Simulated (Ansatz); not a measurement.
A series of calculations on SiH5O4F

Part 1: Relaxation

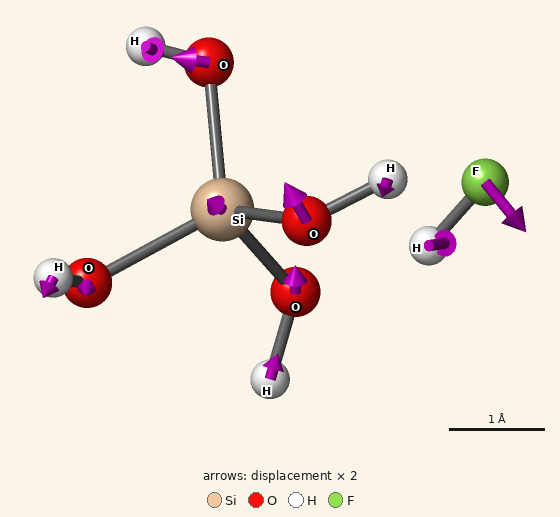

This is a relaxation of SiH$_{5}$O$_{4}$F. The starting structure is drawn; purple arrows show the displacements, 2 times their true length. The two geometries are superimposed by the best rigid fit.

A ball-and-stick model, seen face on.

The run prepares an end point of a later path (reaction) calculation, from a guessed geometry.

Computed with RKS PBE0/def2-SVP in Ansatz.

Input file:
```yaml
crystal:
  periodic: [false, false, false]
  atoms:
    - { symbol: Si, position_ang: [-0.34107, -0.172299, 0.124116] }
    - { symbol: O, position_ang: [-0.363958, -0.269272, 1.774212] }
    - { symbol: H, position_ang: [-0.179283, 0.569505, 2.221218] }
    - { symbol: O, position_ang: [1.232326, 0.142576, -0.361747] }
    - { symbol: H, position_ang: [1.748327, -0.661427, -0.49662] }
    - { symbol: O, position_ang: [-1.318992, 1.027349, -0.411866] }
    - { symbol: H, position_ang: [-1.520184, 1.012578, -1.351811] }
    - { symbol: O, position_ang: [-0.68567, -1.661008, -0.493487] }
    - { symbol: H, position_ang: [-1.311292, -2.184006, 0.017299] }
    - { symbol: F, position_ang: [1.068725, 1.746601, 1.610713] }
    - { symbol: H, position_ang: [1.325771, 1.018402, 1.080274] }
basis:
  gaussian: { orbitals: def2-SVP }
hamiltonian:
  xc: pbe0
relax:
  f_tol: 0.03
  max_steps: 50
```

Command:
```bash
ansatz run input.yaml --threads 4 --pin off --max-ram 5120MiB --backend cpu --events-out ev --progress --plain --runs-dir out
```

Q: What happened in the run?

A: F10 moves most after the best rigid fit: 0.35 Å. Largest moves by element: F 0.35 Å, H 0.30 Å, O 0.26 Å, Si 0.13 Å. Near-neighbour distances that change, for instance: Si1–O2 1.653 → 1.633 Å, F10–H11 0.937 → 0.949 Å, Si1–O4 1.677 → 1.686 Å. Among the angles between lasting bonds that change: O2–Si1–O4 108.3° → 110.9°, O4–Si1–O6 109.1° → 106.8°. Groups turn about Si1–O2 by about 30°, Si1–O6 by about 25°. Over 9 geometry steps the energy falls by 27.9 kJ/mol. The largest force component goes from 0.69 to 0.015 eV/Å.

Part 2: Relaxation

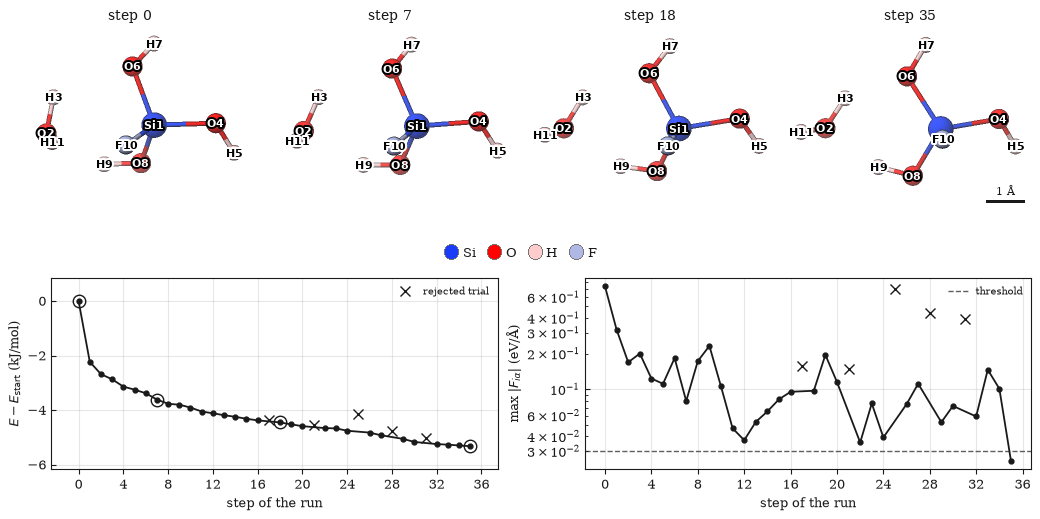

Frames of a relaxation of SiH₅O₄F, marked on the history of the run. Style: ball-and-stick. Shown face on.

The run prepares an end point of a later path (reaction) calculation, from a guessed geometry.

Computed with RKS PBE0/def2-SVP (Ansatz 0.2.0). (no spin polarisation; force threshold 0.03 eV/Å; at most 50 steps)

Question: What happens along the run?

Answer: The largest move after the best rigid fit is that of H11, 1.20 Å. By element the largest moves are H 1.20 Å, F 1.10 Å, O 0.84 Å, Si 0.32 Å. Near-neighbour distances that change, for instance: O2–H11 0.984 → 0.964 Å, Si1–O8 1.634 → 1.622 Å, Si1–O6 1.651 → 1.663 Å, O8–H9 0.977 → 0.987 Å. Among the angles between lasting bonds that change: O6–Si1–O8 115.7° → 109.0°, Si1–O8–H9 107.2° → 112.8°, O4–Si1–O8 109.0° → 113.7°. Groups turn about Si1–O6 by about 65°, Si1–O8 by about 50°. The energy falls by 5.32 kJ/mol in 30 accepted moves (35 points after the start). Largest force component: 0.74 eV/Å at the start, 0.025 eV/Å at the end. The line search rejected the trial steps at points 17, 21, 25, 28, 31 of the run. The run took 56 s on 4 threads of Arm Neoverse V2, with other jobs on the host, peak memory 0.26 GiB. From step 0 to 7: H11 moves most (0.43 Å), energy −3.61 kJ/mol. From step 7 to 18: H11 moves most (0.49 Å), energy −0.84 kJ/mol. From step 18 to 35: H and F atoms move most (0.44 Å), energy −0.87 kJ/mol.

| step | E − E(0), kJ/mol | largest force component, eV/Å | note |
| --- | --- | --- | --- |
| 0 | 0.00 | 0.7377 |  |
| 1 | -2.23 | 0.3181 |  |
| 2 | -2.68 | 0.1689 |  |
| 3 | -2.87 | 0.2002 |  |
| 4 | -3.14 | 0.1232 |  |
| 5 | -3.25 | 0.1112 |  |
| 6 | -3.38 | 0.1832 |  |
| 7 | -3.61 | 0.0794 |  |
| 8 | -3.77 | 0.1728 |  |
| 9 | -3.80 | 0.2322 |  |
| 10 | -3.91 | 0.1055 |  |
| 11 | -4.05 | 0.0468 |  |
| 13 | -4.19 | 0.0530 |  |
| 14 | -4.25 | 0.0650 |  |
| 15 | -4.32 | 0.0822 |  |
| 17 | -4.37 | 0.1568 | rejected |
| 18 | -4.45 | 0.0971 |  |
| 19 | -4.52 | 0.1951 |  |
| 21 | -4.54 | 0.1469 | rejected |
| 22 | -4.66 | 0.0355 |  |
| 23 | -4.67 | 0.0758 |  |
| 24 | -4.76 | 0.0392 |  |
| 26 | -4.82 | 0.0748 |  |
| 27 | -4.92 | 0.1113 |  |
| 28 | -4.78 | 0.4408 | rejected |
| 30 | -5.17 | 0.0723 |  |
| 31 | -5.03 | 0.3914 | rejected |
| 32 | -5.25 | 0.0589 |  |
| 34 | -5.30 | 0.1010 |  |
| 35 | -5.32 | 0.0249 |  |

Part 3: Path

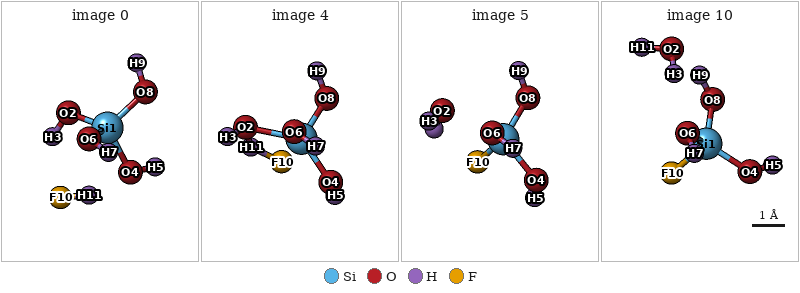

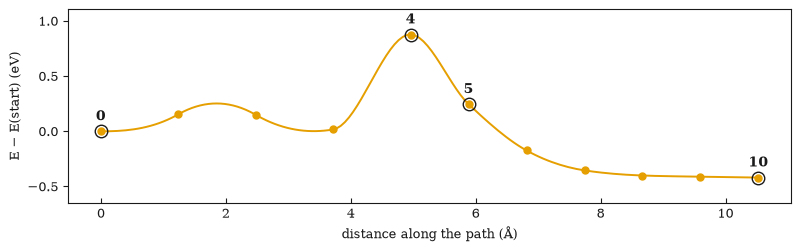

NEB run on SiH$_{5}$O$_{4}$F. Images are numbered from 0 (start) to 10 (end). The picture is a ball-and-stick view, seen from a free direction.

The calculation used RKS PBE0/def2-SVP (Ansatz 0.2.0). Set-up: 9 movable images; climbing image; force threshold 0.05 eV/Å; iteration limit 60; starting path through a guess of the saddle point.

Read off the barrier and say what moves.

Forward barrier 0.88 eV, backward barrier 1.30 eV, with image 4 at the top; the reaction energy is −0.42 eV. The profile has 2 maxima (images 1, 4) with a dip at image 3 (+0.02 eV), so the process runs in steps. The path has more than one stage, and so few images may leave a stage unresolved. Breaking: F10–H11 (0.95 → 1.20 at the top → 4.33 Å), Si1–O2 (1.63 → 1.82 at the top → 3.31 Å). Forming: O2–H11 (2.70 → 1.15 at the top → 0.96 Å), Si1–F10 (3.10 → 1.99 at the top → 1.61 Å). The band converged in 51 iterations. The largest component of the band force went from 230 to 0.047 eV/Å. The climbing image converged on the top of the path. Its vibrational analysis gives 2 imaginary modes over 30i cm⁻¹, so it isn't confirmed as a transition state.

The run took 12 min on 4 threads of Arm Neoverse V2, on a shared host, peak memory 0.27 GiB.
